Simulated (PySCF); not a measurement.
**Saddle-point search, with input and output: C$_{2}$H$_{9}$OSi$_{2}$ (charge −1)**

The run: saddle-point search of C$_{2}$H$_{9}$OSi$_{2}$, charge −1. Method and program: PBE0-D3(BJ)/def2-SVP saddle search from the GFN2-xTB point and Hessian, gas phase (PySCF 2.14.0).

The run did not end well.

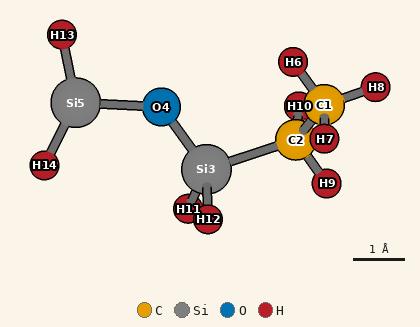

Fig. 1: The input geometry (ball-and-stick view, seen at a tilt; atoms are numbered from 1 in the order of the input). Bond lengths as drawn: C–C 1.52 Å, C–H 1.09 to 1.10 Å, C–Si 1.90 Å, H–Si 1.40 to 1.48 Å and O–Si 1.56 to 1.74 Å.

Input
```
{"job": {"xc": "PBE0", "basis": "def2-SVP", "kind": "refine"}, "charge": -1, "multiplicity": 1}
C     -1.985830    -0.087872     0.644598
C     -1.170697    -0.876639    -0.361014
Si     0.445293    -0.005014    -0.834357
O      1.321296     0.145997     0.446855
Si     2.901353     0.844585     0.628245
H     -1.397306     0.078312     1.544184
H     -2.251813     0.885218     0.232828
H     -2.909837    -0.604076     0.925690
H     -1.756100    -1.024717    -1.271523
H     -0.963865    -1.869422     0.040555
H      1.059341    -0.805211    -1.920720
H      0.072080     1.271901    -1.488141
H      3.201807     0.733942     1.991668
H      3.434279     1.312997    -0.578868
```

The first line tells a small driver script what to run in PySCF; the rest is the geometry in Å.

Launch command:
```bash
OMP_NUM_THREADS=1 python <driver script> task.json out
```

What the program printed
```
step      E/eV     max force
  0    -20002.97442   2.2467
  1    -20003.19071   1.3774
  2    -20003.26449   0.8519
  3    -20003.30201   0.1911
  4    -20003.30806   0.1857
  5    -20003.31053   0.4033
  6    -20003.31123   0.1502
  7    -20003.31532   0.1204
  8    -20003.32021   0.1404
  9    -20003.32558   0.2005
 10    -20003.33108   0.1965
 11    -20003.33843   0.1640
 12    -20003.34358   0.3049
 13    -20003.34200   0.1442
 14    -20003.34636   0.1914
 15    -20003.35192   0.1860
 16    -20003.35138   0.6038
 17    -20003.35234   0.2908
 18    -20003.36109   0.5524
 19    -20003.35527   0.1489
 20    -20003.35608   0.1507
 21    -20003.35612   0.1943
 22    -20003.35748   0.2038
 23    -20003.35904   0.1726
 24    -20003.36071   0.1380
```

Trajectory as extended XYZ (Å, eV, eV/Å), 16 of the 25 frames kept, from step=0 to step=24
```
14
Properties=species:S:1:pos:R:3:forces:R:3 step=0 energy=-20002.97442
C    -1.9858   -0.0879    0.6446    0.0770  -0.2360  -0.1710
C    -1.1707   -0.8766   -0.3610    0.0380   0.4050  -0.0730
Si    0.4453   -0.0050   -0.8344   -1.6420  -0.7310  -1.3480
O     1.3213    0.1460    0.4469    0.6890   0.0180   1.5900
Si    2.9014    0.8446    0.6282   -0.7260  -0.3750   0.2390
H    -1.3973    0.0783    1.5442    0.1810   0.1570   0.4250
H    -2.2518    0.8852    0.2328   -0.1580   0.4430  -0.0480
H    -2.9098   -0.6041    0.9257   -0.3020  -0.0900   0.1280
H    -1.7561   -1.0247   -1.2715   -0.2180  -0.1370  -0.4270
H    -0.9639   -1.8694    0.0406    0.2450  -0.4240   0.0760
H     1.0593   -0.8052   -1.9207    0.2810  -0.3360  -0.3980
H     0.0721    1.2719   -1.4881   -0.1840   0.5410  -0.2040
H     3.2018    0.7339    1.9917    0.8230   0.1040   1.5480
H     3.4343    1.3130   -0.5789    0.8960   0.6620  -1.3370
14
Properties=species:S:1:pos:R:3:forces:R:3 step=2 energy=-20003.26449
C    -1.9913   -0.0903    0.6604    0.0280  -0.0750  -0.0510
C    -1.2148   -0.8751   -0.3870    0.0210   0.1450  -0.0140
Si    0.4121   -0.0399   -0.8928   -0.6230  -0.2820  -0.5080
O     1.3108    0.1735    0.4044    0.2550   0.0560   0.5870
Si    2.9007    0.8577    0.6771   -0.1710  -0.1260  -0.0450
H    -1.3683    0.0730    1.5479    0.0630   0.0570   0.1390
H    -2.2762    0.8991    0.2776   -0.0480   0.1490  -0.0110
H    -2.9133   -0.6033    0.9778   -0.0900  -0.0290   0.0410
H    -1.8289   -1.0218   -1.2896   -0.0550  -0.0410  -0.1530
H    -0.9862   -1.8810   -0.0050    0.0920  -0.1420   0.0160
H     1.0377   -0.9060   -1.9500    0.0940  -0.1070  -0.1160
H     0.0498    1.2398   -1.5949   -0.0630   0.1620  -0.0770
H     3.3088    0.7438    2.0559    0.2470  -0.0030   0.6080
H     3.5591    1.4306   -0.4817    0.2500   0.2370  -0.4160
14
Properties=species:S:1:pos:R:3:forces:R:3 step=3 energy=-20003.30201
C    -2.0014   -0.0905    0.6624    0.0030  -0.0080  -0.0060
C    -1.2250   -0.8743   -0.3878    0.0220   0.0280   0.0050
Si    0.3956   -0.0409   -0.9110   -0.1310  -0.0390  -0.1290
O     1.2951    0.2442    0.3921    0.0860   0.0620   0.1590
Si    2.9213    0.8631    0.6921   -0.1110  -0.1470  -0.0420
H    -1.3743    0.0849    1.5485    0.0240   0.0190   0.0430
H    -2.2985    0.8994    0.2807   -0.0130   0.0400  -0.0030
H    -2.9197   -0.6084    0.9897   -0.0260  -0.0090   0.0130
H    -1.8406   -1.0357   -1.2910   -0.0060  -0.0100  -0.0500
H    -0.9779   -1.8794   -0.0039    0.0290  -0.0300   0.0020
H     1.0431   -0.9419   -1.9369    0.0330  -0.0170  -0.0140
H     0.0169    1.2198   -1.6590   -0.0190   0.0000  -0.0180
H     3.3685    0.6656    2.0738    0.0490   0.0000   0.1540
H     3.5969    1.4940   -0.4497    0.0590   0.1100  -0.1140
14
Properties=species:S:1:pos:R:3:forces:R:3 step=5 energy=-20003.31053
C    -2.0047   -0.0829    0.6614   -0.0070   0.0040   0.0340
C    -1.2216   -0.8721   -0.3811   -0.0040  -0.0170  -0.0390
Si    0.3869   -0.0279   -0.9223    0.0710  -0.0060   0.0770
O     1.2431    0.3556    0.3964   -0.0080   0.0240  -0.0630
Si    2.9093    0.8657    0.6946    0.0830  -0.0230   0.2540
H    -1.3717    0.1225    1.5395   -0.0140  -0.0020  -0.0220
H    -2.3249    0.8954    0.2653   -0.0020  -0.0010   0.0030
H    -2.9114   -0.6130    1.0076    0.0250   0.0200  -0.0080
H    -1.8353   -1.0583   -1.2834    0.0060   0.0000   0.0220
H    -0.9553   -1.8678    0.0175    0.0080   0.0070  -0.0020
H     1.1003   -0.9579   -1.8793   -0.0070   0.0160   0.0200
H    -0.0185    1.1791   -1.7441    0.0080  -0.0230   0.0100
H     3.4226    0.4800    2.0459   -0.1190   0.0580  -0.3810
H     3.5813    1.5816   -0.4180   -0.0410  -0.0570   0.0950
14
Properties=species:S:1:pos:R:3:forces:R:3 step=6 energy=-20003.31123
C    -2.0035   -0.0891    0.6661    0.0040   0.0050  -0.0070
C    -1.2242   -0.8695   -0.3866   -0.0010   0.0010   0.0090
Si    0.3884   -0.0283   -0.9180    0.0770   0.0310   0.0370
O     1.2466    0.3492    0.4022   -0.0550   0.0130  -0.1130
Si    2.9117    0.8649    0.6931    0.0190  -0.0740   0.1070
H    -1.3720    0.0973    1.5483    0.0070   0.0070   0.0030
H    -2.3145    0.8978    0.2840    0.0020   0.0000   0.0010
H    -2.9151   -0.6154    1.0015   -0.0020  -0.0030   0.0020
H    -1.8388   -1.0402   -1.2903   -0.0030  -0.0030  -0.0040
H    -0.9633   -1.8718   -0.0015    0.0030   0.0010   0.0060
H     1.0940   -0.9612   -1.8816   -0.0080   0.0420   0.0510
H    -0.0120    1.1846   -1.7394    0.0250  -0.0580   0.0380
H     3.4082    0.5389    2.0510   -0.0530   0.0120  -0.1400
H     3.5945    1.5426   -0.4287   -0.0160   0.0260   0.0090
14
Properties=species:S:1:pos:R:3:forces:R:3 step=8 energy=-20003.32021
C    -2.0120   -0.0805    0.6542    0.0070   0.0050  -0.0110
C    -1.2160   -0.8750   -0.3753   -0.0010  -0.0010   0.0100
Si    0.3885   -0.0194   -0.9096    0.0330   0.0070  -0.0060
O     1.2270    0.3952    0.4109   -0.0160   0.0200  -0.0190
Si    2.9102    0.8540    0.6878    0.0450  -0.0520   0.0510
H    -1.3873    0.1373    1.5340    0.0070   0.0040   0.0050
H    -2.3357    0.8921    0.2468    0.0010  -0.0030  -0.0020
H    -2.9169   -0.6120    0.9981   -0.0160  -0.0060   0.0100
H    -1.8229   -1.0768   -1.2781    0.0050   0.0010   0.0040
H    -0.9416   -1.8635    0.0362   -0.0020   0.0090   0.0010
H     1.1215   -0.9467   -1.8531    0.0030   0.0130   0.0320
H    -0.0286    1.1758   -1.7430    0.0080  -0.0280   0.0050
H     3.4451    0.4216    2.0002   -0.0510   0.0150  -0.1300
H     3.5686    1.5979   -0.4091   -0.0220   0.0130   0.0490
14
Properties=species:S:1:pos:R:3:forces:R:3 step=10 energy=-20003.33108
C    -2.0254   -0.0728    0.6433    0.0110   0.0060  -0.0060
C    -1.2063   -0.8774   -0.3608   -0.0070  -0.0060   0.0000
Si    0.3919   -0.0093   -0.8984    0.0010  -0.0060  -0.0160
O     1.2080    0.4475    0.4233    0.0130   0.0180   0.0190
Si    2.9098    0.8488    0.6781    0.0410   0.0170   0.1070
H    -1.4122    0.1752    1.5239   -0.0030   0.0010  -0.0090
H    -2.3616    0.8850    0.2109    0.0050  -0.0120   0.0010
H    -2.9250   -0.6115    0.9913   -0.0070   0.0000   0.0060
H    -1.8012   -1.1091   -1.2650    0.0110   0.0030   0.0180
H    -0.9203   -1.8520    0.0760   -0.0070   0.0180  -0.0030
H     1.1564   -0.9363   -1.8119    0.0030  -0.0100   0.0110
H    -0.0420    1.1623   -1.7544    0.0060  -0.0150  -0.0050
H     3.4817    0.2877    1.9281   -0.0500   0.0200  -0.1890
H     3.5462    1.6619   -0.3845   -0.0170  -0.0340   0.0660
14
Properties=species:S:1:pos:R:3:forces:R:3 step=11 energy=-20003.33843
C    -2.0359   -0.0710    0.6376   -0.0010   0.0110   0.0040
C    -1.2007   -0.8761   -0.3527   -0.0080   0.0010   0.0120
Si    0.3934    0.0011   -0.8900    0.0770   0.0350   0.0450
O     1.1886    0.5006    0.4361    0.0480  -0.0040  -0.0480
Si    2.9135    0.8386    0.6703   -0.0460  -0.0350   0.0090
H    -1.4294    0.1978    1.5173   -0.0130  -0.0020  -0.0220
H    -2.3857    0.8761    0.1911    0.0130  -0.0260   0.0080
H    -2.9291   -0.6191    0.9899    0.0130   0.0120  -0.0030
H    -1.7867   -1.1237   -1.2580    0.0060  -0.0020   0.0060
H    -0.9066   -1.8425    0.0961   -0.0070   0.0080   0.0020
H     1.1822   -0.9337   -1.7767   -0.0230   0.0200   0.0410
H    -0.0510    1.1530   -1.7697    0.0210  -0.0360   0.0080
H     3.5060    0.2068    1.8746   -0.0610   0.0310  -0.1490
H     3.5413    1.6921   -0.3657   -0.0190  -0.0150   0.0860
14
Properties=species:S:1:pos:R:3:forces:R:3 step=13 energy=-20003.34200
C    -2.0417   -0.0696    0.6335    0.0100  -0.0020  -0.0060
C    -1.1978   -0.8764   -0.3480   -0.0120   0.0010   0.0080
Si    0.3961    0.0032   -0.8822    0.0450   0.0120   0.0230
O     1.1860    0.5070    0.4445    0.0340   0.0050  -0.0160
Si    2.9122    0.8372    0.6628   -0.0150  -0.0380   0.0540
H    -1.4427    0.2030    1.5163    0.0000   0.0030  -0.0050
H    -2.3896    0.8749    0.1820    0.0050  -0.0040  -0.0050
H    -2.9360   -0.6175    0.9810   -0.0060  -0.0010   0.0050
H    -1.7781   -1.1314   -1.2552    0.0080   0.0000   0.0100
H    -0.9024   -1.8393    0.1075   -0.0070   0.0100   0.0010
H     1.1886   -0.9303   -1.7633   -0.0100   0.0010   0.0250
H    -0.0469    1.1523   -1.7637    0.0090  -0.0180  -0.0080
H     3.5183    0.1815    1.8461   -0.0540   0.0210  -0.1320
H     3.5339    1.7053   -0.3612   -0.0080   0.0110   0.0460
14
Properties=species:S:1:pos:R:3:forces:R:3 step=14 energy=-20003.34636
C    -2.0466   -0.0673    0.6293    0.0020   0.0050   0.0000
C    -1.1947   -0.8769   -0.3424   -0.0040   0.0040   0.0080
Si    0.4001    0.0031   -0.8754    0.0210   0.0290   0.0360
O     1.1825    0.5188    0.4522    0.0210  -0.0230  -0.0390
Si    2.9105    0.8418    0.6578   -0.0140  -0.0090   0.1870
H    -1.4538    0.2128    1.5142   -0.0010   0.0010  -0.0100
H    -2.3951    0.8733    0.1698    0.0060  -0.0070  -0.0010
H    -2.9415   -0.6160    0.9753    0.0030   0.0040   0.0000
H    -1.7687   -1.1388   -1.2512    0.0000  -0.0030   0.0010
H    -0.8993   -1.8360    0.1202   -0.0030   0.0000   0.0050
H     1.1959   -0.9322   -1.7487    0.0020  -0.0110   0.0170
H    -0.0438    1.1476   -1.7616    0.0070  -0.0150  -0.0180
H     3.5296    0.1398    1.8105   -0.0530   0.0180  -0.1830
H     3.5249    1.7300   -0.3500    0.0140   0.0060  -0.0050
14
Properties=species:S:1:pos:R:3:forces:R:3 step=16 energy=-20003.35138
C    -2.0406   -0.0597    0.6300   -0.0330   0.0410   0.0390
C    -1.1917   -0.8734   -0.3397    0.0170  -0.0080   0.0050
Si    0.4044    0.0019   -0.8816    0.1180   0.1520   0.1850
O     1.1519    0.5750    0.4530    0.1040  -0.0890  -0.1040
Si    2.9040    0.8254    0.6650   -0.2900   0.2260  -0.4790
H    -1.4355    0.2468    1.4996   -0.0340  -0.0130  -0.0500
H    -2.4123    0.8675    0.1578    0.0200  -0.0480   0.0270
H    -2.9214   -0.6178    1.0019    0.0440   0.0410  -0.0220
H    -1.7685   -1.1471   -1.2426   -0.0080  -0.0100  -0.0110
H    -0.8900   -1.8262    0.1313   -0.0010  -0.0140   0.0090
H     1.2192   -0.9552   -1.7097   -0.0010  -0.0120   0.0270
H    -0.0336    1.1152   -1.8133    0.0200  -0.0380   0.0130
H     3.5220    0.0321    1.7318    0.0800  -0.0990   0.1210
H     3.4920    1.8154   -0.2836   -0.0360  -0.1300   0.2390
14
Properties=species:S:1:pos:R:3:forces:R:3 step=18 energy=-20003.36109
C    -2.0526   -0.0612    0.6252    0.0070  -0.0400  -0.0250
C    -1.1922   -0.8751   -0.3344    0.0020   0.0210   0.0210
Si    0.4069   -0.0010   -0.8676    0.0900   0.0650   0.0640
O     1.1694    0.5476    0.4647   -0.0300   0.0150  -0.0020
Si    2.9127    0.8181    0.6407    0.0100  -0.1110  -0.5410
H    -1.4678    0.2241    1.5112    0.0370   0.0230   0.0440
H    -2.3982    0.8745    0.1584   -0.0150   0.0520  -0.0310
H    -2.9488   -0.6078    0.9679   -0.0270  -0.0190   0.0090
H    -1.7594   -1.1475   -1.2436   -0.0070  -0.0060  -0.0190
H    -0.8970   -1.8286    0.1381    0.0030  -0.0250   0.0170
H     1.2065   -0.9543   -1.7165   -0.0020   0.0040   0.0430
H    -0.0298    1.1261   -1.7811    0.0110  -0.0210   0.0020
H     3.5503    0.0719    1.7353    0.0120   0.0300   0.1550
H     3.4998    1.8133   -0.2983   -0.0900   0.0120   0.2620
14
Properties=species:S:1:pos:R:3:forces:R:3 step=19 energy=-20003.35527
C    -2.0491   -0.0614    0.6260    0.0000   0.0040   0.0000
C    -1.1924   -0.8759   -0.3365    0.0000   0.0070   0.0070
Si    0.4061    0.0002   -0.8685   -0.0070  -0.0300  -0.0390
O     1.1742    0.5319    0.4608   -0.0700   0.0280   0.0360
Si    2.9034    0.8341    0.6468    0.1310  -0.0480  -0.0520
H    -1.4594    0.2259    1.5102    0.0020   0.0050   0.0000
H    -2.3970    0.8751    0.1585   -0.0010   0.0050  -0.0040
H    -2.9442   -0.6086    0.9731   -0.0040   0.0000   0.0020
H    -1.7616   -1.1457   -1.2459   -0.0010   0.0000  -0.0010
H    -0.8981   -1.8314    0.1339    0.0020  -0.0050   0.0090
H     1.2066   -0.9485   -1.7207    0.0070  -0.0090   0.0150
H    -0.0323    1.1294   -1.7767    0.0120  -0.0030  -0.0030
H     3.5426    0.0787    1.7475   -0.0320   0.0370  -0.0650
H     3.5011    1.7961   -0.3086   -0.0390   0.0100   0.0950
14
Properties=species:S:1:pos:R:3:forces:R:3 step=21 energy=-20003.35612
C    -2.0502   -0.0595    0.6238    0.0000   0.0150   0.0070
C    -1.1892   -0.8766   -0.3333    0.0000   0.0110   0.0060
Si    0.4058    0.0027   -0.8717   -0.0320   0.0090   0.0020
O     1.1713    0.5388    0.4581   -0.0650   0.0120   0.0010
Si    2.9006    0.8362    0.6466    0.1010  -0.0980   0.1340
H    -1.4581    0.2472    1.5010   -0.0150  -0.0050  -0.0220
H    -2.4139    0.8666    0.1456    0.0120  -0.0220   0.0100
H    -2.9362   -0.6147    0.9838    0.0110   0.0170  -0.0030
H    -1.7584   -1.1579   -1.2392   -0.0010  -0.0040  -0.0030
H    -0.8878   -1.8259    0.1455   -0.0020  -0.0030   0.0050
H     1.2067   -0.9411   -1.7256    0.0220  -0.0310   0.0050
H    -0.0352    1.1330   -1.7763    0.0040  -0.0030  -0.0170
H     3.5354    0.0534    1.7340   -0.0370   0.0380  -0.1160
H     3.5091    1.7979   -0.2922    0.0010   0.0640  -0.0100
14
Properties=species:S:1:pos:R:3:forces:R:3 step=22 energy=-20003.35748
C    -2.0522   -0.0587    0.6215    0.0050  -0.0070  -0.0040
C    -1.1872   -0.8771   -0.3310   -0.0060  -0.0060  -0.0040
Si    0.4028    0.0088   -0.8732   -0.0120  -0.0470  -0.0320
O     1.1710    0.5417    0.4549    0.0150   0.0180   0.0150
Si    2.9027    0.8371    0.6520   -0.0180   0.0010   0.2030
H    -1.4610    0.2583    1.4946    0.0000   0.0020  -0.0020
H    -2.4230    0.8604    0.1372    0.0030   0.0030  -0.0030
H    -2.9332   -0.6168    0.9876   -0.0020   0.0070  -0.0010
H    -1.7554   -1.1689   -1.2348    0.0060   0.0020   0.0110
H    -0.8792   -1.8213    0.1549   -0.0040   0.0120  -0.0050
H     1.2095   -0.9351   -1.7269   -0.0100   0.0020   0.0140
H    -0.0429    1.1395   -1.7755    0.0060  -0.0110  -0.0150
H     3.5345    0.0377    1.7261   -0.0100  -0.0180  -0.1190
H     3.5135    1.7945   -0.2874    0.0260   0.0420  -0.0610
14
Properties=species:S:1:pos:R:3:forces:R:3 step=24 energy=-20003.36071
C    -2.0539   -0.0565    0.6188    0.0000   0.0010   0.0000
C    -1.1849   -0.8781   -0.3270   -0.0040  -0.0040  -0.0040
Si    0.4035    0.0098   -0.8719   -0.0040  -0.0460  -0.0210
O     1.1670    0.5524    0.4561    0.0150   0.0160   0.0190
Si    2.9020    0.8339    0.6502   -0.0220   0.0180   0.1350
H    -1.4646    0.2692    1.4902   -0.0010   0.0000  -0.0040
H    -2.4277    0.8577    0.1275    0.0040   0.0010  -0.0010
H    -2.9333   -0.6148    0.9884   -0.0010   0.0060  -0.0020
H    -1.7507   -1.1780   -1.2295    0.0050   0.0030   0.0090
H    -0.8742   -1.8179    0.1654   -0.0020   0.0100  -0.0030
H     1.2126   -0.9363   -1.7194   -0.0070  -0.0010   0.0120
H    -0.0440    1.1351   -1.7794    0.0040  -0.0060  -0.0180
H     3.5382    0.0072    1.6982   -0.0010  -0.0270  -0.0870
H     3.5101    1.8162   -0.2674    0.0140   0.0310  -0.0350
```

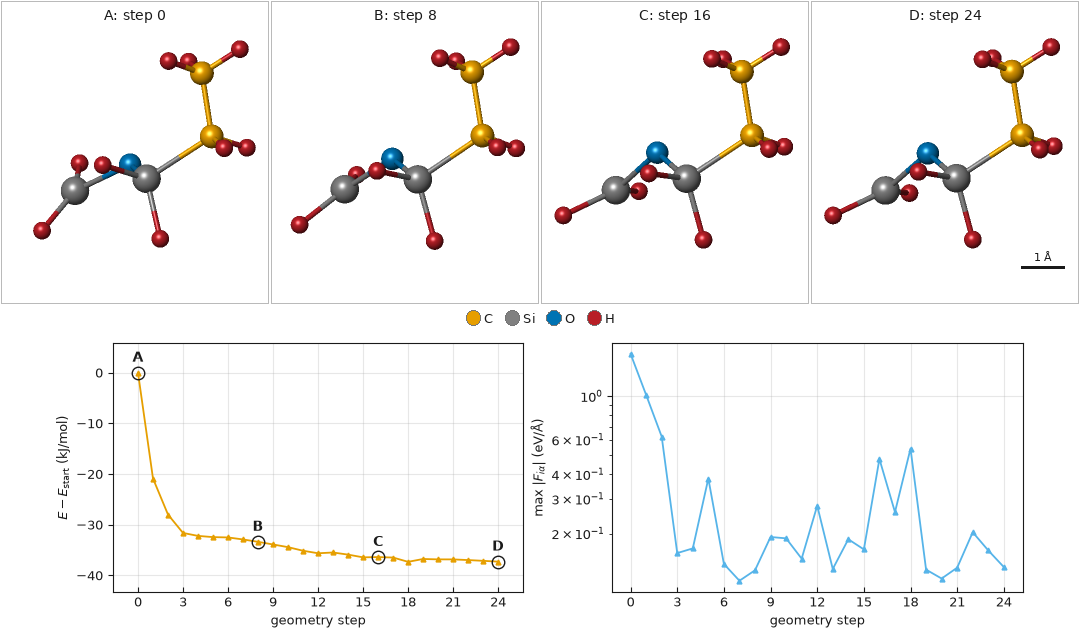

Fig. 2: Frames of the saddle-point search (ball-and-stick view, seen at a tilt) above the curves, on which the letters mark them (steps are counted from 0).

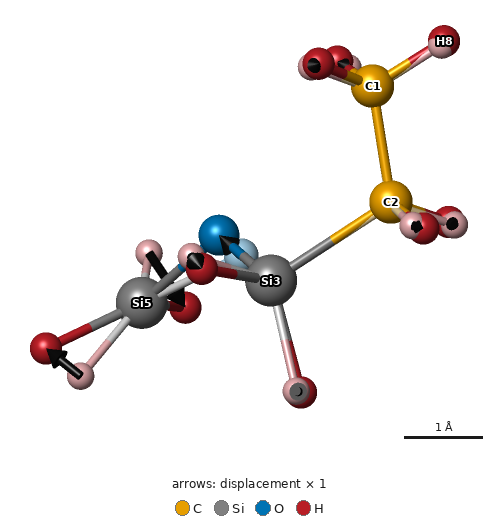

Fig. 3: Start (faint) and end (solid) with the displacements as black arrows, at true length (ball-and-stick view, seen at a tilt). The two geometries are laid on each other by the best rigid fit. The relaxation stopped without meeting its thresholds, so the last structure isn't shown to be converged. The largest move after the best rigid fit is that of H13, 0.86 Å. By element the largest moves are H 0.86 Å, O 0.43 Å, C 0.08 Å, Si 0.06 Å. Distances before and after: Si5–H13 1.401 → 1.479 Å, Si3–O4 1.559 → 1.625 Å, O4–Si5 1.737 → 1.768 Å, Si3–H11 1.482 → 1.506 Å. Among the angles that change: H13–Si5–H14 141.6° → 129.5°, O4–Si5–H13 105.4° → 114.3°, Si3–C2–H10 110.4° → 106.9°. Over 24 geometry steps the energy falls by 37.3 kJ/mol. The largest force component goes from 1.6 to 0.14 eV/Å. (Atoms are counted from 1 in the order of the input.)

What the run reported

| quantity | value |
| --- | --- |
| outcome | not converged |
| total energy | −735.109953 hartree |
| hardware | 1 CPU thread, shared host |
| wall time | 2.4 min |
| peak memory | 0.6 GiB |

The run did not converge. At least one of its steps failed, so the values that rest on that step are not results.
